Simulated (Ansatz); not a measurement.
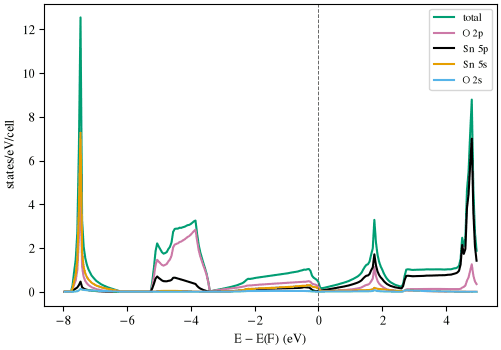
Figure: Total and projected density of states of SnO (zinc blende, space group No. 216), the program Ansatz at the PBE level (PAW)

Question: Which orbitals carry the states next to the Fermi level?

Answer: Within 0.5 eV of the Fermi level: O 2p 44 %, Sn 5s 28 %, Sn 5p 22 %. Projections are on Löwdin-orthogonalised atomic valence shells; empty p or d shells of many metals are not among them.

Question: Where is the tallest occupied peak in this window, and what makes it?

Answer: Near -7.4 eV, about 13 states/eV per cell; the largest projected share is Sn 5s.

Space group F-43m (zinc blende). The start of the workflow was typed in or built on a structure type; neither database checked (COD, Materials Project) lists it. It is not the phase usual at ambient conditions (space group No. 129). The cell was relaxed with PBE under the symmetry of its start; its stability against distortions is not shown here. The volume moved by 23 % from the start of the relaxation. Scalar-relativistic: spin–orbit coupling is off unless named, which matters more the heavier the elements.

Potentials: the earlier of the program's two PAW sets.
